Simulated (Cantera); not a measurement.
Input: 1 mol CHF3, 2.4 mol HCl, a varied amount of H2, equilibrated at 1273 K and 0.000220 bar.

These are equilibrium values from Cantera (NASA tables, ideal gas, pure condensed phases), not measurements of a reactor. Candidate condensed phases: C, C6H6, C7H8, C8H18; 118 gas species. Gases not in the tables: C2F6 and larger saturated fluorocarbons. Rates play no part.

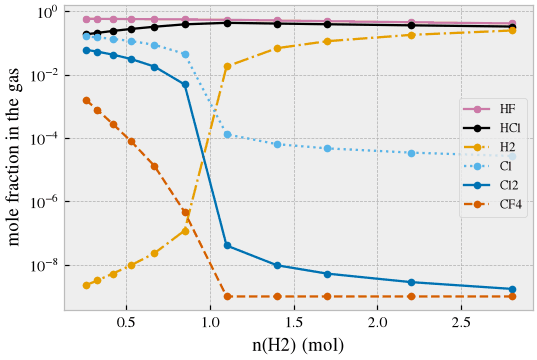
Figure: Equilibrium gas composition (values under 1e-9 drawn at 1e-9)

From 0.26 mol H2 to 2.8 mol H2 the condensed part is C(graphite). The main C-bearing gas is CF4 at 0.26 mol H2 and C2H2 (acetylene) at 2.8 mol H2.
